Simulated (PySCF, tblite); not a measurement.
**ClH5P2Si: dynamics, then NMR shifts and electronic excitations on frames**

Aim: move ClH5P2Si (`P[SiH](P)Cl`) away from its starting geometry and see how NMR shifts and electronic excitations follow the geometry.

The runs use tblite 0.8.0 and PySCF 2.14.0, with density-fitted response routines of our own; the level of theory stands in each step. All values are computed, except where a source is named. Atoms count from 0, in the outputs and in this text.

## (1) Starting geometry

9 atoms, charge 0, multiplicity 1; geometry from: GFN2-xTB.

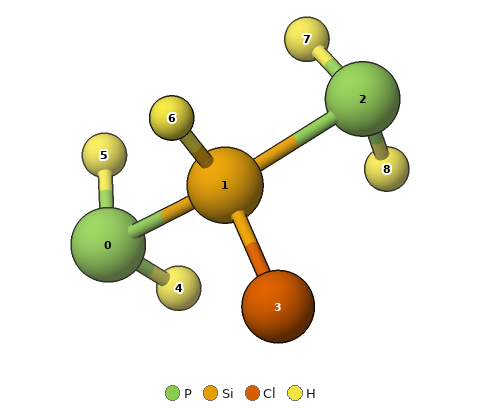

As it starts; phosphorus green, silicon amber, chlorine orange, hydrogen yellow, atoms numbered; sticks join atoms by distance.

## (2) Thermal motion with GFN2-xTB

The job: settings as JSON, then the geometry in Å.

```
{"job": {"kind": "md", "xc": "GFN2-xTB", "basis": "xTB", "temperature": 400, "steps": 2000, "every": 50, "frames": 5}, "charge": 0, "multiplicity": 1}
P     -1.830157     0.080672     0.717571
Si    -0.009023    -0.905305    -0.200211
P      1.884680     0.304091    -0.492906
Cl    -0.561498    -1.597304    -2.023881
H     -1.784376     1.211055    -0.085990
H     -1.115301     0.699389     1.731248
H      0.334587    -2.058239     0.638418
H      1.840919     0.878498     0.768068
H      1.253729     1.393137    -1.077498
```

With the program's defaults for keys left out, this is: GFN2-xTB Langevin dynamics, gas phase.

Launch:

```console
OMP_NUM_THREADS=1 python probes_run.py task.json out
```

The driver reads the jobs from task.json and runs them one after another.

The program printed:

```text
t/fs     T/K      E/eV
    0.0   372.1   -378.10837
   25.0   274.1   -377.91498
   50.0   273.9   -377.89296
   75.0   183.2   -377.87090
  100.0   347.6   -377.81613
  125.0   313.1   -377.74805
  150.0   387.6   -377.75681
  175.0   496.3   -377.81307
  200.0   490.8   -377.89212
  225.0   356.9   -377.74138
  250.0   479.2   -377.77106
  275.0   314.4   -377.73755
  300.0   303.2   -377.81410
  325.0   340.2   -377.85519
  350.0   439.8   -377.87396
  375.0   569.0   -377.92509
  400.0   483.7   -377.67531
  425.0   403.4   -377.70880
  450.0   318.7   -377.63867
  475.0   399.0   -377.70719
  500.0   605.6   -377.78889
  525.0   515.5   -377.75050
  550.0   341.0   -377.64543
  575.0   490.0   -377.75202
  600.0   316.4   -377.70418
  625.0   448.4   -377.78736
  650.0   426.1   -377.90777
  675.0   466.0   -377.80090
  700.0   364.8   -377.86381
  725.0   319.0   -377.89165
  750.0   386.4   -377.90792
  775.0   469.0   -377.79614
  800.0   471.5   -377.86291
  825.0   450.0   -377.98129
  850.0   435.0   -377.89243
  875.0   361.2   -377.86857
  900.0   314.9   -377.77054
  925.0   333.3   -377.78981
  950.0   238.1   -377.84626
  975.0   251.9   -377.81912
 1000.0   208.4   -377.79144
```

Run time: 9.3 s. Hardware: 1 thread of Arm Neoverse V2, shared host; peak memory 0.18 GiB.

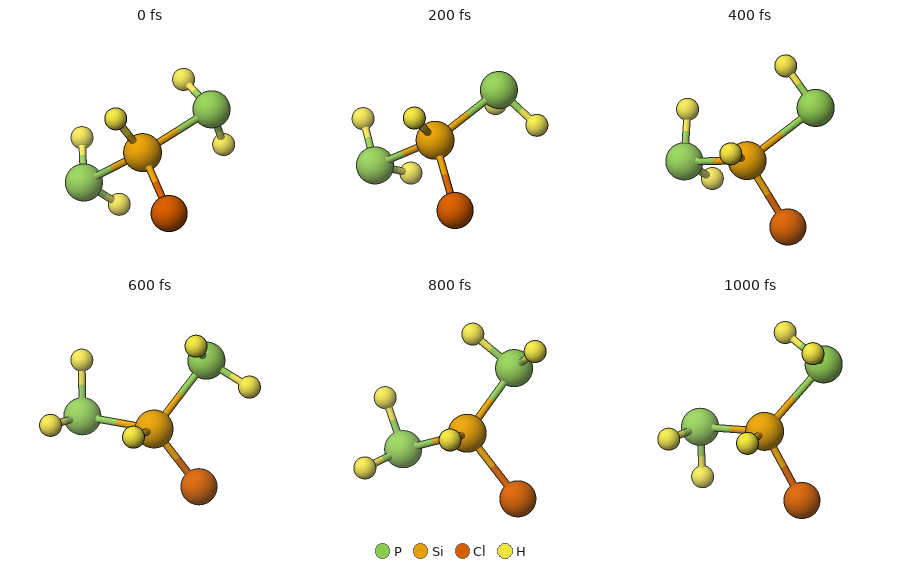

Frames of the run.

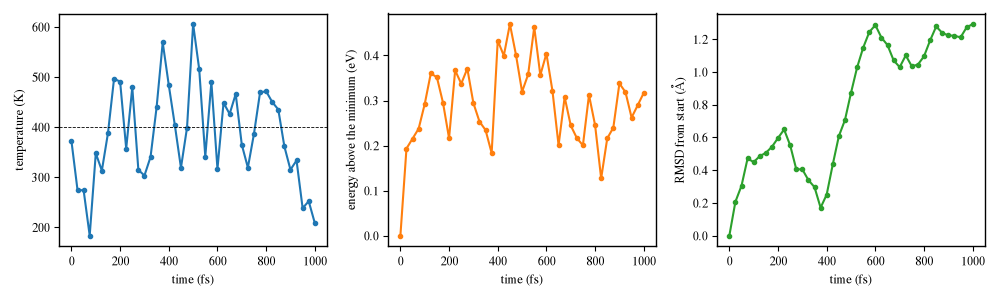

Temperature, potential energy and distance from the start.

Positions (Å) and forces (eV/Å) at 1000 fs:

```xyz
9

P    -2.618    0.517    1.148    0.468   -0.391    0.079
Si   -1.352   -0.430   -0.500    0.300    0.230   -0.803
P     0.936    0.057   -0.359   -1.540    1.832    0.306
Cl   -2.081    0.166   -2.339    0.168    0.195    0.165
H    -3.222   -0.721    1.225   -0.243   -0.009    0.333
H    -3.604    0.990    0.326   -0.171    0.122   -0.318
H    -1.653   -1.864   -0.757    0.224    0.131    0.435
H     1.159   -1.230   -0.298    0.558   -1.953    0.242
H     0.804    0.216    1.038    0.236   -0.157   -0.439
```

## (3) Nuclear shieldings: 250 fs, PBE0/pcSseg-1

The job: settings as JSON, then the geometry in Å.

```
{"job": {"kind": "nmr", "xc": "PBE0", "basis": "pcSseg-1", "pop": false}, "charge": 0, "multiplicity": 1}
P     -1.604100    -0.179700     0.749000
Si     0.108000    -1.335900    -0.255600
P      2.043800    -0.178100    -0.290200
Cl    -0.833300    -1.552900    -2.025600
H     -1.077100     1.127300     0.546800
H     -1.191800    -0.343400     2.066900
H      0.162400    -2.818400     0.166400
H      1.500700     0.828900     0.472800
H      1.939700     0.468400    -1.566900
```

Level: GIAO PBE0/pcSseg-1 NMR shielding, non-relativistic, gas phase.

The program printed:

```text
coarse grid: 9600 points
cycle   1  E = -1434.8006377473  dE =  1.312e-01  |g| = 2.837e-01  |ddm| = 2.713e+00
cycle   2  E = -1434.7947557429  dE =  5.882e-03  |g| = 3.322e-01  |ddm| = 8.634e-01
cycle   3  E = -1434.8254682756  dE = -3.071e-02  |g| = 2.997e-02  |ddm| = 4.754e-01
cycle   4  E = -1434.8256958849  dE = -2.276e-04  |g| = 1.266e-02  |ddm| = 5.860e-02
cycle   5  E = -1434.8257484955  dE = -5.261e-05  |g| = 1.896e-03  |ddm| = 2.170e-02
cycle   6  E = -1434.8257493615  dE = -8.660e-07  |g| = 5.612e-04  |ddm| = 2.957e-03
final grid: 74384 points
cycle   7  E = -1434.8477524616  dE = -1.734e-05  |g| = 3.787e-03  |ddm| = 2.061e-02
cycle   8  E = -1434.8477526658  dE = -2.042e-07  |g| = 3.093e-03  |ddm| = 8.334e-03
cycle   9  E = -1434.8477548576  dE = -2.192e-06  |g| = 3.244e-04  |ddm| = 4.747e-03
cycle  10  E = -1434.8477548898  dE = -3.218e-08  |g| = 8.635e-05  |ddm| = 6.211e-04
cycle  11  E = -1434.8477548922  dE = -2.413e-09  |g| = 2.095e-05  |ddm| = 1.423e-04
cycle  12  E = -1434.8477548923  dE = -1.094e-10  |g| = 6.085e-06  |ddm| = 3.263e-05
converged SCF energy = -1434.8477548923

GIAO shielding tensors (ppm)
atom      isotropic    diamagn.    paramagn.     s11        s22        s33       span
  0 P      497.031     966.842    -469.812    386.340    529.959    574.793    188.453
  1 Si     335.910     877.504    -541.594    288.009    354.208    365.514     77.506
  2 P      515.888     966.610    -450.722    446.746    504.725    596.192    149.446
  3 Cl     917.382    1148.638    -231.255    855.908    902.740    993.500    137.592
  4 H       29.089      30.115      -1.026     24.693     27.988     34.586      9.893
  5 H       28.979      30.167      -1.188     24.770     26.391     35.777     11.007
  6 H       24.761      26.355      -1.594     20.449     23.450     30.385      9.935
  7 H       29.633      31.400      -1.767     23.975     29.215     35.709     11.734
  8 H       27.988      28.841      -0.852     24.070     26.195     33.700      9.630
```

Run time: 6.3 s. Hardware: 1 thread of Arm Neoverse V2, shared host; peak memory 0.57 GiB.

Shifts follow as δ = σ(reference) − σ, with reference shieldings (ppm) from runs at the same level and on the same kind of geometry: ¹H TMS 31.72, ²⁹Si TMS 349.2, ³¹P H3PO4 318.4, ³⁵Cl HCl 950. The references are single molecules in the gas phase, so shifts against H2O, NH3, PH3, H3PO4 or CFCl3 are not on the usual liquid scales and can be off by tens of ppm. Each atom is listed at this fixed geometry, with no averaging over motion; a spectrum would average atoms that exchange fast.

| atoms | environment | σ (ppm) | δ (ppm) |
| --- | --- | --- | --- |
| H6 | hydrogen on a silicon bonded to Cl, 2 P | 24.76 | 6.96 |
| H8 | hydrogen on a phosphorus bonded to Si | 27.99 | 3.73 |
| H5 | hydrogen on a phosphorus bonded to Si | 28.98 | 2.74 |
| H4 | hydrogen on a phosphorus bonded to Si | 29.09 | 2.63 |
| H7 | hydrogen on a phosphorus bonded to Si | 29.63 | 2.08 |
| P0 | phosphorus bonded to Si, 2 H | 497.0 | -178.7 |
| P2 | phosphorus bonded to Si, 2 H | 515.9 | -197.5 |
| Si1 | silicon bonded to Cl, 2 P, H | 335.9 | 13.2 |
| Cl3 | chlorine bonded to Si | 917 | 32 |

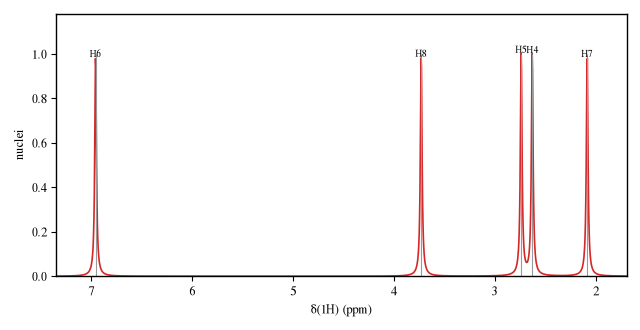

¹H lines at the computed shifts, without couplings. Lines are broadened to a width of 0.02 ppm (Lorentzian).

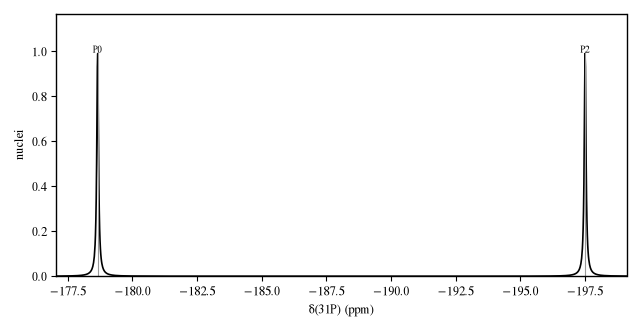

³¹P lines at the computed shifts, without couplings. Lines are broadened to a width of 0.08 ppm (Lorentzian).

## (4) TDDFT and polarisability: 250 fs, PBE0/def2-SVPD

Settings changed since step 3:

```diff
@@ -1,2 +1,2 @@
-{"job": {"kind": "nmr", "xc": "PBE0", "basis": "pcSseg-1", "pop": false}, "charge": 0, "multiplicity": 1}
+{"job": {"kind": "uv", "xc": "PBE0", "basis": "def2-SVPD", "nstates": 5, "ntriplets": 0}, "charge": 0, "multiplicity": 1}
 P     -1.604100    -0.179700     0.749000
```

With the program's defaults for keys left out, this is: TDDFT PBE0/def2-SVPD, vertical, gas phase, core orbitals frozen in the response.

The program printed:

```text
coarse grid: 9600 points
cycle   1  E = -1434.3026241405  dE =  1.023e-01  |g| = 2.437e-01  |ddm| = 3.372e+00
cycle   2  E = -1434.2974558179  dE =  5.168e-03  |g| = 2.820e-01  |ddm| = 8.821e-01
cycle   3  E = -1434.3225355811  dE = -2.508e-02  |g| = 3.052e-02  |ddm| = 4.640e-01
cycle   4  E = -1434.3228269608  dE = -2.914e-04  |g| = 1.249e-02  |ddm| = 6.671e-02
cycle   5  E = -1434.3228844436  dE = -5.748e-05  |g| = 1.738e-03  |ddm| = 2.504e-02
cycle   6  E = -1434.3228854058  dE = -9.622e-07  |g| = 6.549e-04  |ddm| = 4.008e-03
final grid: 74384 points
cycle   7  E = -1434.4761126764  dE = -1.174e-05  |g| = 2.899e-03  |ddm| = 5.974e-02
cycle   8  E = -1434.4761128006  dE = -1.242e-07  |g| = 2.837e-03  |ddm| = 1.081e-02
cycle   9  E = -1434.4761155165  dE = -2.716e-06  |g| = 1.997e-04  |ddm| = 5.261e-03
cycle  10  E = -1434.4761155302  dE = -1.368e-08  |g| = 5.774e-05  |ddm| = 4.762e-04
cycle  11  E = -1434.4761155313  dE = -1.087e-09  |g| = 2.516e-05  |ddm| = 1.413e-04
cycle  12  E = -1434.4761155315  dE = -1.992e-10  |g| = 3.751e-06  |ddm| = 4.272e-05
converged SCF energy = -1434.4761155315

Static polarisability (au): isotropic 97.670, principal 81.922 96.689 114.401

Singlet excitations
state   eV       nm        f      main configurations
  1   4.8835    253.9   0.02849   H->L 0.95
  2   5.6355    220.0   0.04885   H->L+1 0.84
  3   5.9412    208.7   0.06624   H-1->L 0.81
  4   6.0608    204.6   0.01994   H->L+2 0.84
  5   6.2164    199.4   0.01905   H->L+3 0.47, H-2->L 0.39
```

It took 7.5 s on 1 thread of Arm Neoverse V2, shared host; peak memory 0.61 GiB.

The orbitals next to the gap, with their largest atomic shares:

| orbital | eV | atoms |
| --- | --- | --- |
| HOMO−3 | -9.09 | Cl3 37 %, P2 26 %, Si1 16 % |
| HOMO−2 | -8.59 | Cl3 48 %, Si1 15 %, P0 15 % |
| HOMO−1 | -8.21 | P0 34 %, P2 24 %, Cl3 17 % |
| HOMO | -7.14 | P0 41 %, P2 32 %, Si1 10 % |
| LUMO | -1.09 | Si1 33 %, P2 23 %, P0 15 % |
| LUMO+1 | -0.43 | P2 32 %, Si1 18 %, P0 18 % |
| LUMO+2 | 0.09 | Si1 26 %, P2 18 %, P0 17 % |

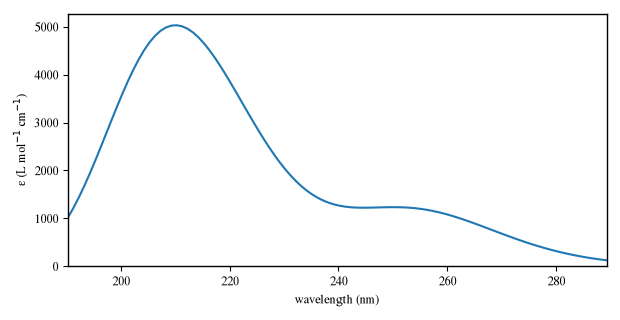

Absorption spectrum: each of the 5 states is a Gaussian band of 0.4 eV half-width at 1/e. Beyond the last state computed it falls off for lack of states.

Further results of this job:

| property | computed |
| --- | --- |
| dipole moment (D) | 1.78 |
| polarisability (Å³) | 14.47 |
| HOMO–LUMO gap (eV) | 6.05 |
| −ε(HOMO) (eV) | 7.14 |

## (5) Shielding tensors: 425 fs, PBE0/pcSseg-1

The job: settings as JSON, then the geometry in Å.

```
{"job": {"kind": "nmr", "xc": "PBE0", "basis": "pcSseg-1", "pop": false}, "charge": 0, "multiplicity": 1}
P     -1.518900    -0.572100     0.976400
Si    -0.209400    -1.415400    -0.552300
P      1.925900    -0.828000    -0.811900
Cl    -0.850800    -0.798300    -2.391100
H     -1.424800     0.667000     0.431000
H     -0.702100    -0.286600     2.087400
H     -0.665100    -2.913300    -0.551400
H      2.590600    -1.579200     0.108300
H      1.792900     0.214900    -0.003900
```

With the program's defaults for keys left out, this is: GIAO PBE0/pcSseg-1 NMR shielding, non-relativistic, gas phase.

The program printed:

```text
coarse grid: 9600 points
cycle   1  E = -1434.7948788437  dE =  2.609e-01  |g| = 2.765e-01  |ddm| = 2.746e+00
cycle   2  E = -1434.7898805163  dE =  4.998e-03  |g| = 3.217e-01  |ddm| = 8.456e-01
cycle   3  E = -1434.8183647341  dE = -2.848e-02  |g| = 2.855e-02  |ddm| = 4.586e-01
cycle   4  E = -1434.8185684140  dE = -2.037e-04  |g| = 1.263e-02  |ddm| = 5.903e-02
cycle   5  E = -1434.8186201388  dE = -5.172e-05  |g| = 1.989e-03  |ddm| = 2.194e-02
cycle   6  E = -1434.8186210891  dE = -9.503e-07  |g| = 7.071e-04  |ddm| = 3.354e-03
final grid: 74384 points
cycle   7  E = -1434.8401293629  dE = -1.694e-05  |g| = 3.841e-03  |ddm| = 1.951e-02
cycle   8  E = -1434.8401296979  dE = -3.350e-07  |g| = 3.058e-03  |ddm| = 8.140e-03
cycle   9  E = -1434.8401316998  dE = -2.002e-06  |g| = 2.898e-04  |ddm| = 4.457e-03
cycle  10  E = -1434.8401317257  dE = -2.590e-08  |g| = 7.547e-05  |ddm| = 5.735e-04
cycle  11  E = -1434.8401317275  dE = -1.812e-09  |g| = 1.746e-05  |ddm| = 1.327e-04
cycle  12  E = -1434.8401317276  dE = -7.276e-11  |g| = 6.406e-06  |ddm| = 2.945e-05
converged SCF energy = -1434.8401317276

GIAO shielding tensors (ppm)
atom      isotropic    diamagn.    paramagn.     s11        s22        s33       span
  0 P      569.613     967.837    -398.224    491.125    602.590    615.124    123.999
  1 Si     333.827     877.316    -543.489    282.212    334.103    385.165    102.953
  2 P      563.200     967.246    -404.046    515.373    535.055    639.173    123.800
  3 Cl     917.890    1148.527    -230.637    831.497    930.107    992.066    160.569
  4 H       30.456      31.873      -1.416     25.751     29.314     36.304     10.553
  5 H       29.510      30.409      -0.899     24.691     26.516     37.323     12.631
  6 H       24.473      25.782      -1.309     20.864     22.628     29.925      9.061
  7 H       30.035      30.417      -0.382     25.097     26.302     38.706     13.609
  8 H       31.153      32.460      -1.307     25.936     30.026     37.496     11.560
```

Wall time 6.2 s (1 thread of Arm Neoverse V2, shared host); peak memory 0.63 GiB.

This run: δ P2 -244.8, P0 -251.2, Si1 15.3, Cl3 32, H6 7.24, H5 2.21 ppm.

## (6) Excited states and response: 425 fs, PBE0/def2-SVPD

Settings changed since step 5:

```diff
@@ -1,2 +1,2 @@
-{"job": {"kind": "nmr", "xc": "PBE0", "basis": "pcSseg-1", "pop": false}, "charge": 0, "multiplicity": 1}
+{"job": {"kind": "uv", "xc": "PBE0", "basis": "def2-SVPD", "nstates": 5, "ntriplets": 0}, "charge": 0, "multiplicity": 1}
 P     -1.518900    -0.572100     0.976400
```

With the program's defaults for keys left out, this is: TDDFT PBE0/def2-SVPD, vertical, gas phase, core orbitals frozen in the response.

The program printed:

```text
coarse grid: 9600 points
cycle   1  E = -1434.2963877694  dE =  2.335e-01  |g| = 2.379e-01  |ddm| = 3.503e+00
cycle   2  E = -1434.2920598375  dE =  4.328e-03  |g| = 2.715e-01  |ddm| = 8.974e-01
cycle   3  E = -1434.3151416547  dE = -2.308e-02  |g| = 2.975e-02  |ddm| = 4.743e-01
cycle   4  E = -1434.3154136836  dE = -2.720e-04  |g| = 1.211e-02  |ddm| = 6.896e-02
cycle   5  E = -1434.3154660673  dE = -5.238e-05  |g| = 2.143e-03  |ddm| = 2.543e-02
cycle   6  E = -1434.3154676848  dE = -1.618e-06  |g| = 6.355e-04  |ddm| = 5.037e-03
final grid: 74384 points
cycle   7  E = -1434.4681236295  dE = -1.202e-05  |g| = 2.816e-03  |ddm| = 6.232e-02
cycle   8  E = -1434.4681238911  dE = -2.616e-07  |g| = 2.669e-03  |ddm| = 1.028e-02
cycle   9  E = -1434.4681261972  dE = -2.306e-06  |g| = 1.939e-04  |ddm| = 5.019e-03
cycle  10  E = -1434.4681262100  dE = -1.281e-08  |g| = 5.539e-05  |ddm| = 4.941e-04
cycle  11  E = -1434.4681262110  dE = -1.062e-09  |g| = 2.271e-05  |ddm| = 1.376e-04
cycle  12  E = -1434.4681262112  dE = -1.530e-10  |g| = 3.536e-06  |ddm| = 4.102e-05
converged SCF energy = -1434.4681262112

Static polarisability (au): isotropic 96.148, principal 78.579 93.872 115.992

Singlet excitations
state   eV       nm        f      main configurations
  1   5.0946    243.4   0.01615   H->L 0.91
  2   5.8399    212.3   0.09542   H->L+1 0.46, H->L+2 0.40
  3   6.0285    205.7   0.10511   H->L+2 0.54, H->L+1 0.39
  4   6.3768    194.4   0.08379   H-1->L 0.83
  5   6.4028    193.6   0.00040   H-2->L 0.92
```

Wall time 7.5 s (1 thread of Arm Neoverse V2, shared host); peak memory 0.61 GiB.

In short: HOMO -7.24 eV, LUMO -0.89 eV; lowest singlet 5.09 eV.

## (7) Shielding tensors: 625 fs, PBE0/pcSseg-1

The job: settings as JSON, then the geometry in Å.

```
{"job": {"kind": "nmr", "xc": "PBE0", "basis": "pcSseg-1", "pop": false}, "charge": 0, "multiplicity": 1}
P     -1.950100    -0.424100     1.026200
Si    -0.739400    -1.199400    -0.698300
P      1.467300    -0.457700    -0.415300
Cl    -1.195800    -0.395300    -2.529700
H     -1.000400    -0.681100     1.878600
H     -2.451000    -1.788700     1.315500
H     -0.805500    -2.626900    -0.890000
H      1.895300    -0.679800    -1.689000
H      2.059700    -1.608300     0.064800
```

With the program's defaults for keys left out, this is: GIAO PBE0/pcSseg-1 NMR shielding, non-relativistic, gas phase.

The program printed:

```text
coarse grid: 9600 points
cycle   1  E = -1434.7989291484  dE =  1.510e-01  |g| = 2.810e-01  |ddm| = 2.705e+00
cycle   2  E = -1434.7900870628  dE =  8.842e-03  |g| = 3.400e-01  |ddm| = 8.547e-01
cycle   3  E = -1434.8232841630  dE = -3.320e-02  |g| = 2.561e-02  |ddm| = 4.887e-01
cycle   4  E = -1434.8234382179  dE = -1.541e-04  |g| = 1.070e-02  |ddm| = 4.779e-02
cycle   5  E = -1434.8234753134  dE = -3.710e-05  |g| = 2.290e-03  |ddm| = 1.893e-02
cycle   6  E = -1434.8234767740  dE = -1.461e-06  |g| = 4.626e-04  |ddm| = 3.781e-03
final grid: 74384 points
cycle   7  E = -1434.8447607153  dE = -1.727e-05  |g| = 3.322e-03  |ddm| = 1.982e-02
cycle   8  E = -1434.8447608039  dE = -8.857e-08  |g| = 2.640e-03  |ddm| = 6.969e-03
cycle   9  E = -1434.8447624014  dE = -1.597e-06  |g| = 3.599e-04  |ddm| = 4.225e-03
cycle  10  E = -1434.8447624443  dE = -4.291e-08  |g| = 8.007e-05  |ddm| = 6.839e-04
cycle  11  E = -1434.8447624464  dE = -2.101e-09  |g| = 2.272e-05  |ddm| = 1.343e-04
cycle  12  E = -1434.8447624465  dE = -1.273e-10  |g| = 4.584e-06  |ddm| = 3.365e-05
converged SCF energy = -1434.8447624465

GIAO shielding tensors (ppm)
atom      isotropic    diamagn.    paramagn.     s11        s22        s33       span
  0 P      596.755     965.967    -369.212    531.629    594.908    663.729    132.101
  1 Si     327.465     877.721    -550.256    252.471    351.089    378.835    126.365
  2 P      559.698     967.666    -407.968    447.743    602.893    628.457    180.714
  3 Cl     949.531    1148.199    -198.668    888.102    951.459   1009.034    120.932
  4 H       32.165      32.531      -0.365     26.113     30.214     40.169     14.056
  5 H       28.475      26.575       1.900     23.563     25.650     36.212     12.649
  6 H       25.345      28.355      -3.010     21.937     23.611     30.486      8.550
  7 H       30.421      30.616      -0.195     24.582     28.451     38.229     13.647
  8 H       29.912      30.202      -0.290     25.038     26.742     37.956     12.918
```

Wall time 6.1 s (1 thread of Arm Neoverse V2, shared host); peak memory 0.64 GiB.

Key values: δ P2 -241.3, P0 -278.4, Si1 21.7, Cl3 0, H6 6.37, H5 3.24 ppm.

## (8) Ultraviolet spectrum: 625 fs, PBE0/def2-SVPD

Settings changed since step 7:

```diff
@@ -1,2 +1,2 @@
-{"job": {"kind": "nmr", "xc": "PBE0", "basis": "pcSseg-1", "pop": false}, "charge": 0, "multiplicity": 1}
+{"job": {"kind": "uv", "xc": "PBE0", "basis": "def2-SVPD", "nstates": 5, "ntriplets": 0}, "charge": 0, "multiplicity": 1}
 P     -1.950100    -0.424100     1.026200
```

With the program's defaults for keys left out, this is: TDDFT PBE0/def2-SVPD, vertical, gas phase, core orbitals frozen in the response.

The program printed:

```text
coarse grid: 9600 points
cycle   1  E = -1434.3011899989  dE =  1.218e-01  |g| = 2.408e-01  |ddm| = 3.468e+00
cycle   2  E = -1434.2942018012  dE =  6.988e-03  |g| = 2.855e-01  |ddm| = 8.828e-01
cycle   3  E = -1434.3203625042  dE = -2.616e-02  |g| = 2.802e-02  |ddm| = 5.007e-01
cycle   4  E = -1434.3206192717  dE = -2.568e-04  |g| = 1.121e-02  |ddm| = 6.429e-02
cycle   5  E = -1434.3206631921  dE = -4.392e-05  |g| = 2.189e-03  |ddm| = 2.541e-02
cycle   6  E = -1434.3206649406  dE = -1.749e-06  |g| = 5.783e-04  |ddm| = 5.802e-03
final grid: 74384 points
cycle   7  E = -1434.4733320290  dE = -1.118e-05  |g| = 2.395e-03  |ddm| = 6.030e-02
cycle   8  E = -1434.4733320517  dE = -2.270e-08  |g| = 2.355e-03  |ddm| = 9.048e-03
cycle   9  E = -1434.4733339736  dE = -1.922e-06  |g| = 2.288e-04  |ddm| = 4.640e-03
cycle  10  E = -1434.4733339932  dE = -1.957e-08  |g| = 6.250e-05  |ddm| = 5.229e-04
cycle  11  E = -1434.4733339944  dE = -1.187e-09  |g| = 2.586e-05  |ddm| = 1.396e-04
cycle  12  E = -1434.4733339946  dE = -1.951e-10  |g| = 3.506e-06  |ddm| = 4.708e-05
converged SCF energy = -1434.4733339946

Static polarisability (au): isotropic 96.291, principal 80.392 96.543 111.938

Singlet excitations
state   eV       nm        f      main configurations
  1   5.5318    224.1   0.00508   H->L+1 0.62, H->L 0.20, H->L+2 0.14
  2   5.7174    216.9   0.02233   H->L 0.78, H->L+1 0.18
  3   6.0115    206.2   0.06296   H->L+2 0.67, H-1->L 0.16, H->L+1 0.12
  4   6.1166    202.7   0.01723   H-1->L 0.73, H->L+2 0.12
  5   6.3759    194.5   0.00272   H-1->L+1 0.71, H-1->L+2 0.14
```

It took 7.5 s on 1 thread of Arm Neoverse V2, shared host; peak memory 0.6 GiB.

This run: HOMO -7.34 eV, LUMO -0.53 eV; lowest singlet 5.53 eV.

(Part 1 of 2 ends here.)
